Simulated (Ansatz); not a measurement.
## Electronic structure of Zr$_{4}$ (charge −1, quartet) in real space

```xyz
4

Zr   -0.1392   -1.3239   -0.0112
Zr   -2.2836    0.2389    0.0893
Zr    0.1392    1.3242    0.0122
Zr    2.2836   -0.2392   -0.0903
```

Geometry: PBE0-D4/def2-SVPD; ⟨S²⟩ = 3.83, above the pure value of 3.75; core potentials replace the inner electrons of Zr; the highest occupied orbital lies above zero, a sign that basis and functional describe the outermost electron poorly.

These are results of Ansatz 0.2.0, UKS PBE0-D4/def2-TZVPD, not measurements.

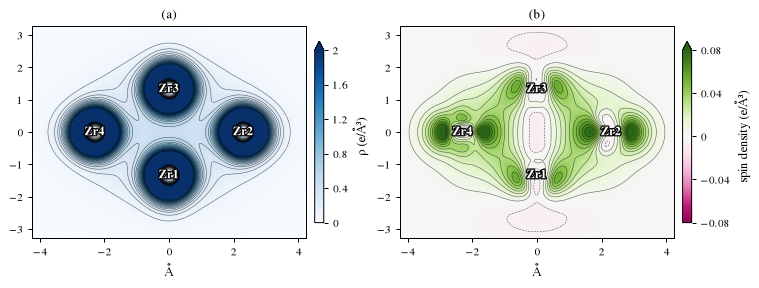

Figure 1. (a) electron density; (b) spin density on the molecular plane.

Describe what can be read from this map.

- Atoms in the plane: Zr.
- Zr–Zr (2.66 Å): ρ is about 0.35 e/Å³ halfway.
- The unpaired spin (3 electrons) lies mostly on Zr2 (about 1.0), Zr4 (about 1.0), Zr1 (about 0.5) and Zr3 (about 0.5), in electrons by Hirshfeld's partition.

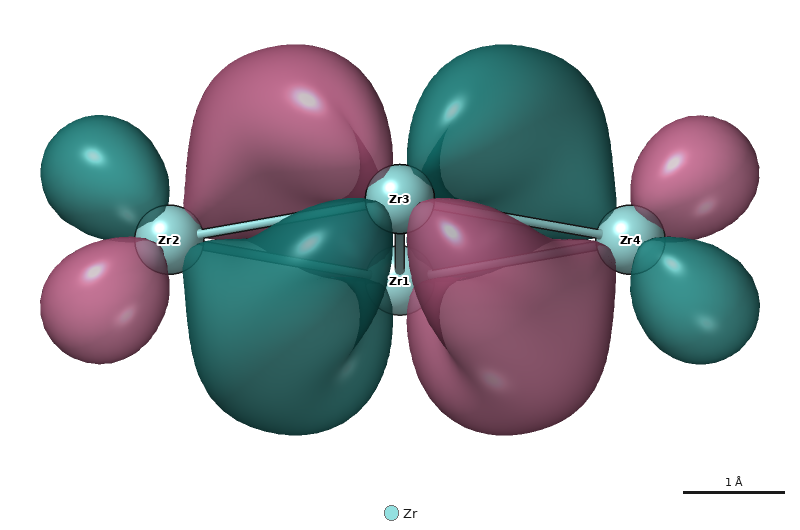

Figure 2. The HOMO−1 (β) at ±0.08 Å⁻³ᐟ² (teal and pink are the two phases), seen from one side.

Where does this orbital lie, and at what energy?

Its weight (Hirshfeld) is mainly on Zr1 (about 25 %), Zr3 (about 25 %), Zr2 (about 25 %) and Zr4 (about 25 %); it changes sign across the molecular plane (π type); it is gerade (even under inversion); π-bonding across Zr1–Zr4 and Zr3–Zr4; π-antibonding (a node) across Zr1–Zr2 and Zr2–Zr3. Its energy is −0.37 eV.
